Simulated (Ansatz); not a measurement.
**GeH4 (germane): PBE-QIDH/def2-TZVP**

What is the electronic atomisation energy of GeH4 (germane) at PBE-QIDH/def2-TZVP? 

The results are computed with Ansatz 0.2.0.

37 further runs of the same task are left out: 37 set aside as unsound or not needed.

## 1. The system as given

GeH4 has 5 atoms, charge 0, and is taken as a singlet. SMILES: `[GeH4]`. The shape is that of a PBE0-D4/def2-TZVP optimisation.

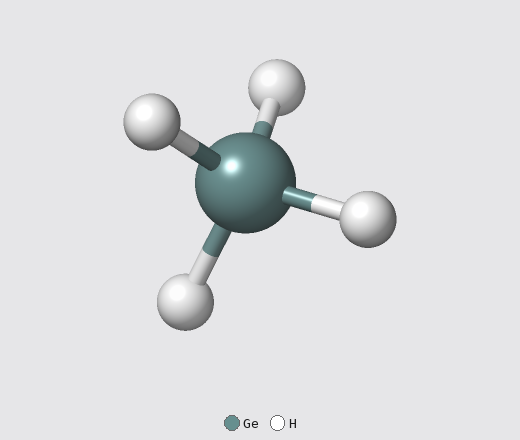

The structure, seen from a chosen angle (germanium teal, hydrogen white).

## 2. A single-point energy at PBE-QIDH/def2-TZVP

File run.yaml:

```yaml
crystal:
  periodic: [false, false, false]
  atoms:
    - {symbol: Ge, position_ang: [0.000100, 0.000100, -0.000000]}
    - {symbol: H, position_ang: [1.148100, -0.756300, 0.680600]}
    - {symbol: H, position_ang: [-1.238800, -0.030000, 0.904200]}
    - {symbol: H, position_ang: [-0.329200, -0.669100, -1.340600]}
    - {symbol: H, position_ang: [0.419800, 1.455400, -0.244100]}
basis:
  gaussian:
    orbitals: def2-TZVP
hamiltonian:
  xc: {name: PBE-QIDH}
correlation:
  frozen_orbitals: {Ge: 9, H: 0}
accuracy: high
output:
  orbitals: {seedname: orbitals}
```

Launch:

```bash
$ ansatz run run.yaml --threads 1 --pin off --max-ram 3480MiB --events-out events.jsonl --progress --plain --runs-dir runs
```

Standard output:

```text
Warning: RAYON_NUM_THREADS=1 ignored (pool sized by the plan → 1); use --threads N
Functional definition: PBE-QIDH
  name "PBE-QIDH"
  parameter a = 3^(-1/3)
  parameter c = 1/3
  exchange = (1 - a)*pbe_x + a*exact_x
  correlation = (1 - c)*pbe_c + c*(mp2_os + mp2_ss)
1243 factors; integrals over basis functions are off by at most 4.7e-9 eV
mean field evaluation 1: about -56563.7336 eV, gradient 8.7e0 eV
mean field evaluation 2: about -56563.7590 eV, gradient 8.8e0 eV
mean field evaluation 4: about -56563.9669 eV, gradient 1.4e0 eV
mean field evaluation 8: about -56563.9693 eV, gradient 1.6e-3 eV
mean field -56563.96931868 eV, -2078.6875320260 hartree, gradient 6.3e-8 eV, S^2 0.000000; 0 other end points of the search recorded, 0 dependent functions left out
9 core orbitals not correlated: weight in the atoms' cores, before any rotation towards them, 1.000 or more for the frozen orbitals, at most 0.000 for the correlated occupied ones
reference -56563.96931965 eV, -2078.6875320618 hartree; 9, 9 occupied and 54, 54 virtual orbitals, 1243 factors
second order -8.19426173 eV of doubles, -0.00000000 eV of singles
Total energy: -56566.70074023 eV, -2078.7879099166 hartree
```

Run time: 4.5 s. Hardware: 1 thread of Arm Neoverse V1, shared host; peak memory 0.16 GiB.

## 3. The Ge atom

File run.yaml:

```yaml
basis:
  gaussian:
    orbitals: def2-TZVP
crystal:
  periodic: [false, false, false]
  atoms:
    - {symbol: Ge, position_ang: [0.000000, 0.000000, 0.000000]}
accuracy: high
hamiltonian:
  xc: {name: PBE-QIDH}
correlation:
  frozen_orbitals: {Ge: 9}
magnetization:
  spin_polarized: true
  initial_magnetization: 2
```

Run the same way, it converges to -2076.32150 Eh (log not shown).

## 4. The H atom

File in.yaml:

```yaml
crystal:
  periodic: [false, false, false]
  atoms:
    - symbol: H
      position_ang: [0.000000, 0.000000, 0.000000]
basis:
  gaussian:
    orbitals: def2-TZVP
magnetization:
  spin_polarized: true
  initial_magnetization: 1
hamiltonian:
  xc: {name: PBE-QIDH}
correlation:
  frozen_orbitals: {H: 0}
accuracy: high
```

Run the same way, it converges to -0.50179 Eh (log not shown).

## 5. What came out

At PBE-QIDH/def2-TZVP, 9 core orbitals frozen:

| quantity | value |
| --- | --- |
| molecule: total energy | -2078.78791 Eh |
| molecule: HOMO energy (SCF part's orbitals) | -11.75 eV |
| molecule: LUMO energy (SCF part's orbitals) | 2.78 eV |
| molecule: HOMO–LUMO gap (SCF part's orbitals) | 14.53 eV |
| Ge atom: total energy | -2076.32150 Eh |
| Ge atom: ⟨S²⟩ | 2.007 |
| H atom: total energy | -0.50179 Eh |
| H atom: ⟨S²⟩ | 0.750 |
| electronic atomisation energy | 12.496 eV |

In words: Taking the molecule apart into free atoms costs 12.50 eV (1206 kJ/mol), before zero-point energy and without spin-orbit coupling.
